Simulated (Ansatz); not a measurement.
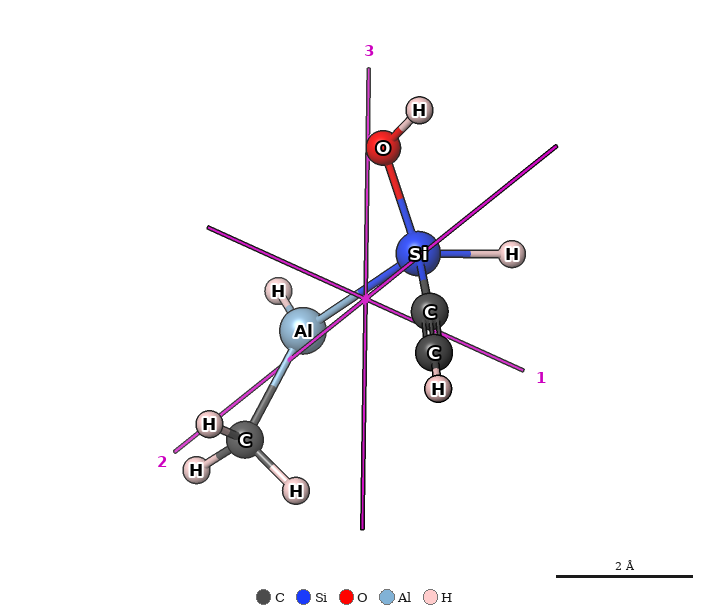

The three principal axes of inertia are drawn and numbered. Atoms fade into the background with distance from the viewer. The geometry was computed by an optimisation with PBE0-D4/def2-TZVP. No frequency run is at hand to confirm it as a minimum. Masses are those of the most abundant isotopes; constants are for the rigid equilibrium geometry.

Q: Which line is the a axis (least moment of inertia), which b and which c?

A: a is line 2, b is line 3, c is line 1; the moments are 196, 331, 486 u Å².

Q: Classify the rotor and give the rotational constants (MHz).

A: An asymmetric top (C1): A = 2583, B = 1529, C = 1039 MHz. Ray's parameter κ is −0.37, nearer the prolate limit.
